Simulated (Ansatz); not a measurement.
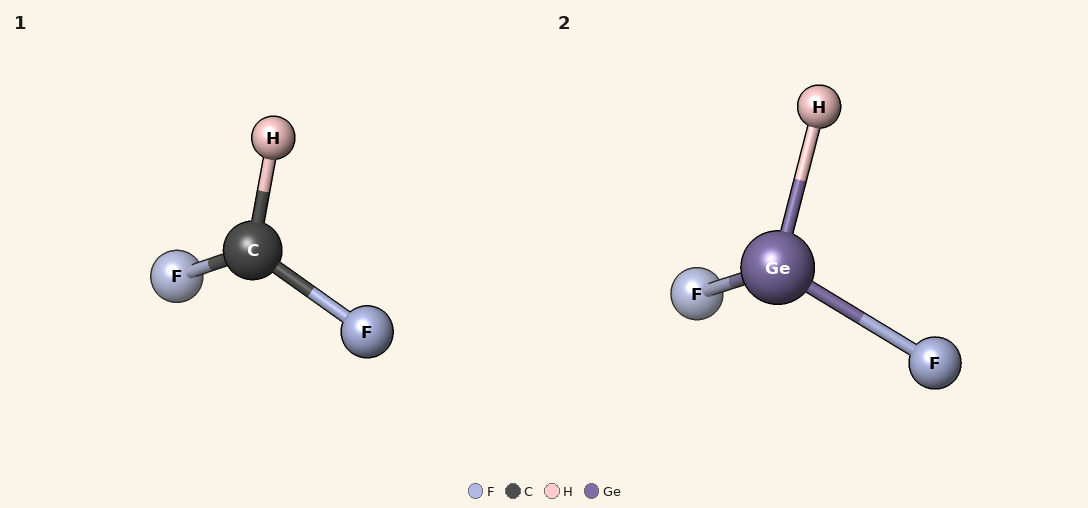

2 molecules with one skeleton, seen from the same side and at one scale. Charge 0, doublet. Computed geometries: PBE0-D4/def2-TZVP optimisations, one conformation each. Properties computed with Ansatz 0.2.0.

One atom differs, called X below: C in panel 1, Ge in panel 2. Their formulas are CHF2 (`F[CH]F`), F2GeH (`[F][GeH][F]`).

Question: In which is the angle F–X–F larger (PBE0-D4/def2-TZVP)?

Answer: In panel 1 (X = C).

Question: In which is the dipole moment larger (B3LYP-D4/def2-TZVPP)?

Answer: In panel 2 (X = Ge).

Give the values. With PBE0-D4/def2-TZVP: mean length of X–F (Å), length of X–H (Å), angle F–X–F (°), harmonic zero-point energy (kJ/mol). With B3LYP-D4/def2-TZVPP: dipole moment (D).

| quantity | 1 (C) | 2 (Ge) | 2 − 1 |
| --- | --- | --- | --- |
| mean length of X–F (Å) | 1.321 | 1.732 | +0.411 |
| length of X–H (Å) | 1.090 | 1.564 | +0.474 |
| angle F–X–F (°) | 111.3 | 103.8 | −7.5 |
| dipole moment (D) | 1.32 | 2.47 | +1.15 |
| harmonic zero-point energy (kJ/mol) | 50.6 | 29.2 | −21.4 |
